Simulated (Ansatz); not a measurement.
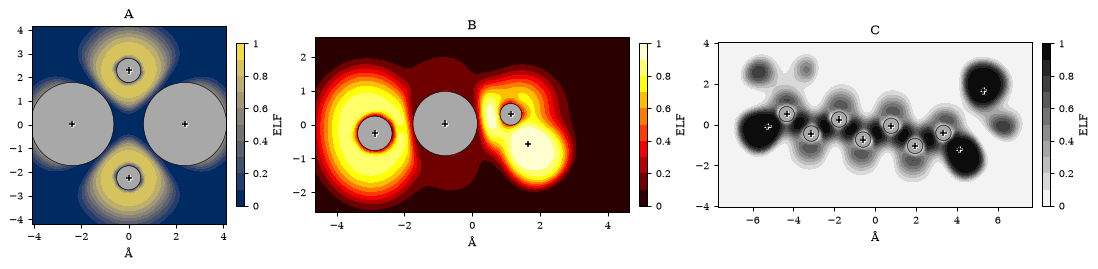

The ELF of 3 systems, each on a plane through atoms (crosses mark nuclei in the plane; grey discs cover the cores).

These are results of Ansatz 0.2.0, RKS PBE0-D4/def2-TZVP, not measurements.

System 1: C₁₀H₂₂Se (SMILES CCCCCCCCCC[SeH]), the plane of atoms C5, C6 and C7. Geometry: PBE-D4/def2-SVP.

```xyz
33

C    -4.9403    1.6701    0.9141
C    -3.6963    1.0396    0.2861
C    -3.3789   -0.3537    0.8424
C    -2.1732   -1.0506    0.1977
C    -0.8245   -0.3633    0.4377
C     0.3658   -1.1310   -0.1435
C     1.7155   -0.4436    0.0792
C     2.8983   -1.2197   -0.5064
C     4.2754   -0.5961   -0.2374
C     4.4559    0.8408   -0.7269
Se    4.1062    0.9685   -2.6827
H    -4.8234    1.7842    2.0124
H    -5.8406    1.0424    0.7447
H    -5.1504    2.6752    0.4952
H    -2.8254    1.7137    0.4397
H    -3.8279    0.9677   -0.8172
H    -3.2147   -0.2787    1.9421
H    -4.2771   -0.9990    0.7189
H    -2.3453   -1.1440   -0.8990
H    -2.1138   -2.0941    0.5795
H    -0.6743   -0.2244    1.5331
H    -0.8374    0.6619    0.0057
H     0.3941   -2.1545    0.2957
H     0.2091   -1.2801   -1.2360
H     1.6770    0.5726   -0.3725
H     1.8772   -0.2891    1.1710
H     2.7483   -1.3315   -1.6045
H     2.8962   -2.2556   -0.1018
H     4.4701   -0.5971    0.8594
H     5.0625   -1.2376   -0.6898
H     3.7622    1.5341   -0.2114
H     5.4922    1.1852   -0.5477
H     4.5375    2.3874   -2.7778
```

System 2: ClCuH₃N (Cu(NH3)Cl), the plane of atoms Cu1, N2 and H3. Geometry: B3LYP-D4/def2-TZVP.

```xyz
6

Cu   -0.0056    0.0029   -1.1391
N     0.0035   -0.0019    0.8169
H    -0.4075    0.8490    1.1907
H     0.9495   -0.0712    1.1814
H    -0.5259   -0.7863    1.1870
Cl   -0.0140    0.0075   -3.2368
```

System 3: Cl₄Cs₄, the plane of atoms Cs2, Cl8 and Cs4. Geometry: PBE0-D4/def2-SVP; core potentials replace the inner electrons of Cs.

```xyz
8

Cs    2.7181   -0.9736    0.3775
Cs   -1.4982   -1.9076   -1.6155
Cs   -1.2901    0.3026    2.5933
Cs    0.0703    2.5784   -1.3556
Cl   -2.5942    0.9276   -0.3599
Cl   -0.0687   -2.4605    1.2941
Cl    1.4309    1.8205    1.5408
Cl    1.2319   -0.2875   -2.4748
```

### Which map belongs to which system?

Panel A is system 3, Cl₄Cs₄: the plane holds Cs and Cl. Cs–Cl (3.29 Å): the ELF peaks at about 0.85 in the valence shell of Cl, 0.9 Å from its nucleus, and drops to about 0.05 between the two atoms; a closed-shell, largely ionic contact. Panel B is system 2, ClCuH₃N: the plane holds Cu, N, H and Cl. Cu–N (1.96 Å): the ELF peaks at about 0.95 in the valence shell of N, 0.6 Å from its nucleus, and is about 0.25 at the midpoint. Panel C is system 1, C₁₀H₂₂Se: the plane holds C and H. C–C (1.53 Å): the ELF peaks at about 0.95 between the atoms, as expected for a covalent bond.
